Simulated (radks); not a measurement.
# Taking charge from the 3d level of Fe in fractions

What happens to E and to the 3d eigenvalue of Fe when a fraction of an electron is removed? The exact functional would give straight lines between whole numbers for a frontier level.

Program: radks (a radial shooting solver on a logarithmic mesh, Libxc functionals) version 1. Level of theory: non-relativistic Kohn-Sham, PBE, spin-unpolarised, spherical densities, point nucleus. These are calculated values, not measurements, unless marked.

## (1) What is computed

```
element       : iron (Z = 26)
charge        : 0
electrons     : 26
configuration : [Ar] 3d6 4s2
```

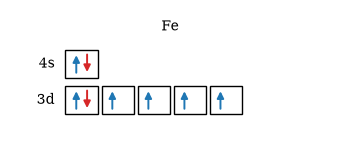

Outer shells as boxes.

In the logs a row gives level, spin channel, occupation and eigenvalue; Etot, Ekin, Encl (electron-nucleus), Eh (Hartree) and Exc are energies, all in hartree; err is the last residual, it the number of iterations.

## (2) Start: [Ar] 3d6 4s2

Input:

```text
Z 26
configuration [Ar] 3d6 4s2
relativity non-relativistic
functional pbe,pbe
spin unpolarised
nucleus point
```

Log:

```text
1s      1   2.0000        -254.78968757
2s      1   2.0000         -29.62974346
2p      1   6.0000         -25.56883644
3s      1   2.0000          -3.37882122
3p      1   6.0000          -2.19140734
3d      1   6.0000          -0.28575564
4s      1   2.0000          -0.19113823
Etot -1263.2954324551713
Ekin 1262.2954753067515
Encl -3005.9343389352293
Eh 535.4495451198667
Exc -55.106113946560356
err 3.6892655526181415e-09
it 15
```

4s is the highest filled level (-5.201 eV).

Sizes of the orbitals, from the radial functions (bohr):

```
level  occupation  energy (eV)      <r>  outermost maximum (interpolated)  90 % within  nodes
   1s           2      -6933.2  0.05915                            0.0390        0.105      0
   2s           2      -806.27   0.2700                             0.225        0.418      1
   2p           6      -695.76   0.2367                             0.181        0.387      0
   3s           2      -91.942   0.8195                             0.708         1.23      2
   3p           6      -59.631   0.8613                             0.716         1.33      1
   3d           6       -7.776    1.132                             0.710         2.00      0
   4s           2       -5.201    3.025                              2.44         4.63      3
```

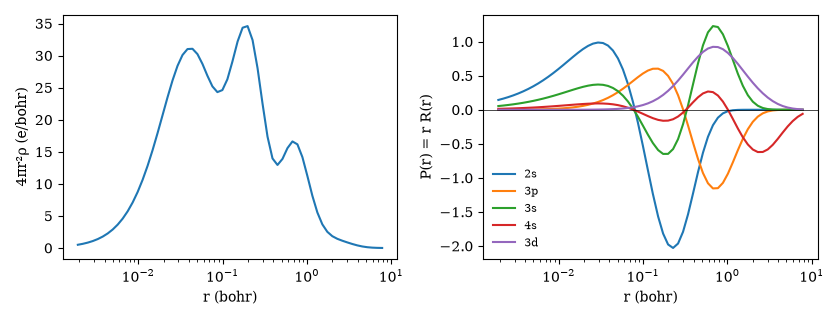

Radial density (left) and radial functions of outer levels (right).

## (3) 0.125 electron removed from 3d

Input:

```text
Z 26
configuration [Ar] 3d5.875 4s2
relativity non-relativistic
functional pbe,pbe
spin unpolarised
nucleus point
```

Log:

```text
1s      1   2.0000        -254.85174050
2s      1   2.0000         -29.69455503
2p      1   6.0000         -25.63338083
3s      1   2.0000          -3.44027093
3p      1   6.0000          -2.25216454
3d      1   5.8750          -0.34284285
4s      1   2.0000          -0.22681553
Etot -1263.2561709868912
Ekin 1262.2596194657042
Encl -3004.3564345002424
Eh 533.894073500271
Exc -55.05342945262393
err 4.43293543772321e-09
it 14
```

E − E(step 2, start: [Ar] 3d6 4s2) = +1.068 eV. Highest occupied level: 4s at -6.172 eV.

## (4) 0.25 electron removed from 3d

Input:

```text
Z 26
configuration [Ar] 3d5.75 4s2
relativity non-relativistic
functional pbe,pbe
spin unpolarised
nucleus point
```

Log:

```text
1s      1   2.0000        -254.91660467
2s      1   2.0000         -29.76232532
2p      1   6.0000         -25.70087347
3s      1   2.0000          -3.50425944
3p      1   6.0000          -2.31541561
3d      1   5.7500          -0.40235844
4s      1   2.0000          -0.26383739
Etot -1263.2096205832486
Ekin 1262.2166023554282
Encl -3002.7070092602703
Eh 532.2787804724492
Exc -54.99799415085565
err 3.210502378256084e-09
it 14
```

E − E(step 2, start: [Ar] 3d6 4s2) = +2.335 eV. 4s is the highest filled level (-7.179 eV).

## (5) 0.375 electron removed from 3d

Input:

```text
Z 26
configuration [Ar] 3d5.625 4s2
relativity non-relativistic
functional pbe,pbe
spin unpolarised
nucleus point
```

Log:

```text
1s      1   2.0000        -254.98416819
2s      1   2.0000         -29.83293967
2p      1   6.0000         -25.77120047
3s      1   2.0000          -3.57065367
3p      1   6.0000          -2.38102892
3d      1   5.6250          -0.46418897
4s      1   2.0000          -0.30213719
Etot -1263.1554849394258
Ekin 1262.1661176240566
Encl -3000.9889678597783
Eh 530.6072773080373
Exc -54.93991201174129
err 3.664959372878446e-09
it 15
```

Energy against step 2 (start: [Ar] 3d6 4s2): +3.808 eV. Highest occupied level: 4s at -8.222 eV.

## (6) 0.5 electron removed from 3d

Input:

```text
Z 26
configuration [Ar] 3d5.5 4s2
relativity non-relativistic
functional pbe,pbe
spin unpolarised
nucleus point
```

Log:

```text
1s      1   2.0000        -255.05433217
2s      1   2.0000         -29.90629601
2p      1   6.0000         -25.84426052
3s      1   2.0000          -3.63933479
3p      1   6.0000          -2.44888739
3d      1   5.5000          -0.52823413
4s      1   2.0000          -0.34165707
Etot -1263.0934810798767
Ekin 1262.1078736430973
Encl -2999.204873325739
Eh 528.8827971066501
Exc -54.87927850388509
err 3.0786218831047637e-09
it 15
```

E − E(step 2, start: [Ar] 3d6 4s2) = +5.495 eV. The top filled level is 4s, -9.297 eV.

## (7) 0.625 electron removed from 3d

Input:

```text
Z 26
configuration [Ar] 3d5.375 4s2
relativity non-relativistic
functional pbe,pbe
spin unpolarised
nucleus point
```

Log:

```text
1s      1   2.0000        -255.12700842
2s      1   2.0000         -29.98230260
2p      1   6.0000         -25.91996270
3s      1   2.0000          -3.71019587
3p      1   6.0000          -2.51888589
3d      1   5.3750          -0.59440436
4s      1   2.0000          -0.38234626
Etot -1263.0233378746154
Ekin 1262.0415916119996
Encl -2997.357008178662
Eh 527.1082606746611
Exc -54.81618198261407
err 3.845992571195243e-09
it 14
```

Energy against step 2 (start: [Ar] 3d6 4s2): +7.404 eV. The top filled level is 4s, -10.404 eV.

## (8) 0.75 electron removed from 3d

Input:

```text
Z 26
configuration [Ar] 3d5.25 4s2
relativity non-relativistic
functional pbe,pbe
spin unpolarised
nucleus point
```

Log:

```text
1s      1   2.0000        -255.20211770
2s      1   2.0000         -30.06087635
2p      1   6.0000         -25.99822475
3s      1   2.0000          -3.78313996
3p      1   6.0000          -2.59092949
3d      1   5.2500          -0.66261905
4s      1   2.0000          -0.42415969
Etot -1262.9447948139987
Ekin 1261.9670041848067
Encl -2995.4474201262465
Eh 525.2863258319626
Exc -54.75070470452145
err 3.816511248866987e-09
it 14
```

E − E(step 2, start: [Ar] 3d6 4s2) = +9.541 eV. Highest occupied level: 4s at -11.542 eV.

## (9) 0.875 electron removed from 3d

Input:

```text
Z 26
configuration [Ar] 3d5.125 4s2
relativity non-relativistic
functional pbe,pbe
spin unpolarised
nucleus point
```

Log:

```text
1s      1   2.0000        -255.27958839
2s      1   2.0000         -30.14194160
2p      1   6.0000         -26.07897186
3s      1   2.0000          -3.85807877
3p      1   6.0000          -2.66493195
3d      1   5.1250          -0.73280520
4s      1   2.0000          -0.46705709
Etot -1262.8576009766036
Ekin 1261.883854356311
Encl -2993.477956836249
Eh 523.4194250823325
Exc -54.68292357899813
err 3.6665532464600464e-09
it 14
```

E − E(step 2, start: [Ar] 3d6 4s2) = +11.914 eV. Highest occupied level: 4s at -12.709 eV.

## (10) 1 electron removed from 3d

Input:

```text
Z 26
configuration [Ar] 3d5 4s2
relativity non-relativistic
functional pbe,pbe
spin unpolarised
nucleus point
```

Log:

```text
1s      1   2.0000        -255.35935548
2s      1   2.0000         -30.22542913
2p      1   6.0000         -26.16213564
3s      1   2.0000          -3.93493157
3p      1   6.0000          -2.74081467
3d      1   5.0000          -0.80489637
4s      1   2.0000          -0.51100223
Etot -1262.761514145892
Ekin 1261.791894407268
Encl -2991.4502930706412
Eh 521.5097952651072
Exc -54.612910747626024
err 3.528447019811117e-09
it 14
```

Energy against step 2 (start: [Ar] 3d6 4s2): +14.529 eV. 4s is the highest filled level (-13.905 eV).

## (11) All runs together

| removed (e) | E − E(0) (eV) | eigenvalue (eV) | E minus straight line (eV) |
| --- | --- | --- | --- |
| 0 | 0.000 | -7.776 | 0.000 |
| 0.125 | 1.068 | -9.329 | -0.748 |
| 0.25 | 2.335 | -10.949 | -1.297 |
| 0.375 | 3.808 | -12.631 | -1.640 |
| 0.5 | 5.495 | -14.374 | -1.769 |
| 0.625 | 7.404 | -16.175 | -1.676 |
| 0.75 | 9.541 | -18.031 | -1.355 |
| 0.875 | 11.914 | -19.941 | -0.799 |
| 1 | 14.529 | -21.902 | 0.000 |

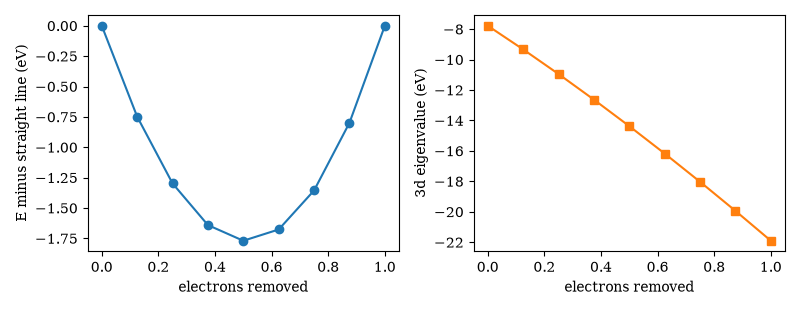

Left: the energy against the straight line between the ends. Right: the eigenvalue of the level emptied.

In words: Removing the whole electron costs 14.529 eV, against 7.776 eV from minus the starting eigenvalue. Slater's transition state, half an electron removed, gives 14.374 eV. The trapezoid integral of minus the eigenvalue gives 14.534 eV over the range, against 14.529 eV from the energies (Janak's theorem). The eigenvalue moves by 14.1 eV per electron. E bends below the straight line by 1.77 eV at 0.5 electron removed.
